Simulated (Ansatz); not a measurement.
Input

```
crystal:
  periodic: [false, false, false]
  atoms:
    - {symbol: C, position_ang: [1.766213, -0.966725, -0.454542]}
    - {symbol: C, position_ang: [0.549874, -1.788494, -0.078160]}
    - {symbol: N, position_ang: [-0.680107, -1.030700, -0.127876]}
    - {symbol: C, position_ang: [-1.823722, -1.848287, 0.216656]}
    - {symbol: Hf, position_ang: [-0.863788, 0.926115, -0.650918]}
    - {symbol: O, position_ang: [-2.698971, 1.378205, -0.280039]}
    - {symbol: Cl, position_ang: [-0.399973, 1.165161, -2.983949]}
    - {symbol: O, position_ang: [0.360472, 2.035401, 0.311896]}
    - {symbol: C, position_ang: [1.334977, 2.728739, 1.014028]}
    - {symbol: H, position_ang: [1.920273, -0.139469, 0.243589]}
    - {symbol: H, position_ang: [1.673839, -0.558087, -1.466595]}
    - {symbol: H, position_ang: [2.666150, -1.583889, -0.436702]}
    - {symbol: H, position_ang: [0.689624, -2.208795, 0.930744]}
    - {symbol: H, position_ang: [0.473249, -2.651979, -0.757654]}
    - {symbol: H, position_ang: [-1.730666, -2.261106, 1.231676]}
    - {symbol: H, position_ang: [-1.930088, -2.697306, -0.473442]}
    - {symbol: H, position_ang: [-2.747222, -1.266904, 0.177090]}
    - {symbol: H, position_ang: [-3.379725, 2.001015, -0.043368]}
    - {symbol: H, position_ang: [0.903874, 3.211306, 1.897406]}
    - {symbol: H, position_ang: [2.131682, 2.053516, 1.347569]}
    - {symbol: H, position_ang: [1.784055, 3.502283, 0.382601]}
basis:
  gaussian: {orbitals: def2-TZVPP}
hamiltonian: {xc: pbe0, dispersion: d4}
output: {orbitals: {seedname: orbitals}}
```

Command:

```sh
ansatz run in.yaml --threads 4 --pin off --events-out ev --progress --plain --max-ram 46080MiB --backend cuda --devices 0, --max-vram 37GiB
```

Geometry: PBE0-D4/def2-TZVP; core potentials replace the inner electrons of Hf.

Theory: RKS PBE0-D4/def2-TZVPP (Ansatz 0.2.0).

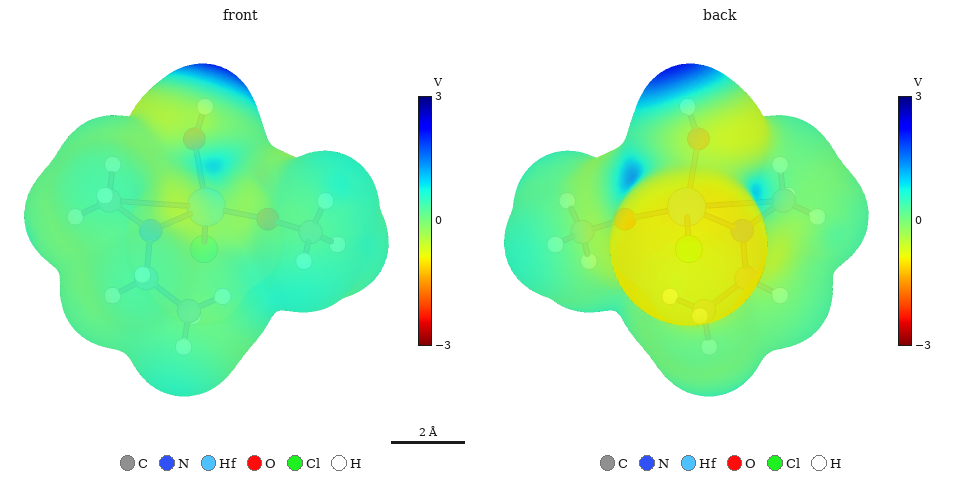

C$_{4}$H$_{12}$ClHfNO$_{2}$. The molecular electrostatic potential painted on the density surface at 0.001 e/bohr³, seen from the front and from behind; the colour scale runs from red (negative) to blue (positive).

Q: Where is the surface potential most negative and most positive?

A: The most negative region (about −0.9 V, or −21 kcal/mol for a unit charge) lies over Cl7, the most positive (about +1.9 V, or +44 kcal/mol for a unit charge) over H18.
